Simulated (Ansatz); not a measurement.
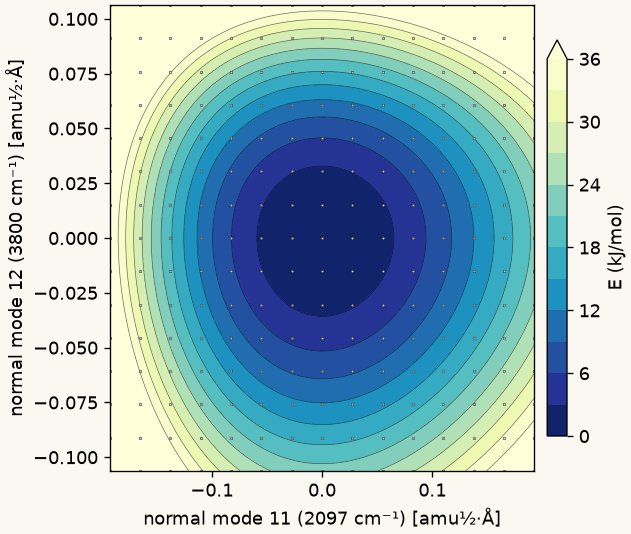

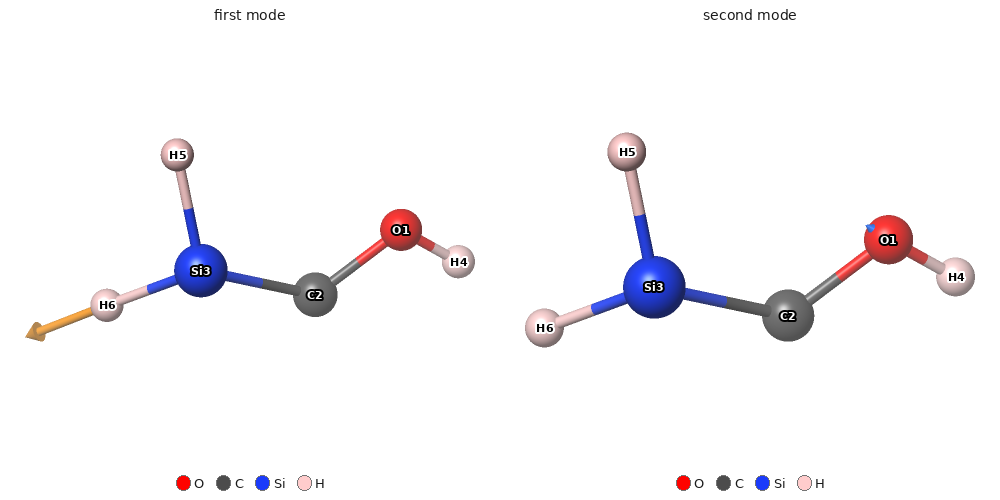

Energy landscape of CH3OSi, SMILES O[C-]=[SiH2], charge −1. Coordinates scanned: (1) normal mode 11 (2097 cm⁻¹); (2) normal mode 12 (3800 cm⁻¹). Nothing is relaxed (straight displacements along the two mass-weighted modes). Grid: 15 × 15 points. Points are written as (first, second). Energies are in kJ/mol, from the lowest grid point. Theory: RKS PBE0-D4/def2-TZVPD in Ansatz.

Drawn: filled contours, dots at the grid points, one colour for all values above the top of the scale. Between grid points the surface is interpolated. The second picture is the structure at the lowest point

### Where are the wells?

The lowest grid point is at (0.000 amu½·Å, 0.000 amu½·Å). No other kind of well shows on this grid. The highest grid point, (−0.193 amu½·Å, 0.106 amu½·Å), lies 77.7 kJ/mol above the lowest.

Each point was launched as `ansatz run input.yaml --threads 1 --pin off --max-ram 2560MiB --backend cpu --events-out ev --progress --plain --runs-dir out`. Time for the 225 points that were run: 20 min on 1 thread of AMD EPYC 7R43 64-Core Processor (Zen 3), with other jobs on the host.
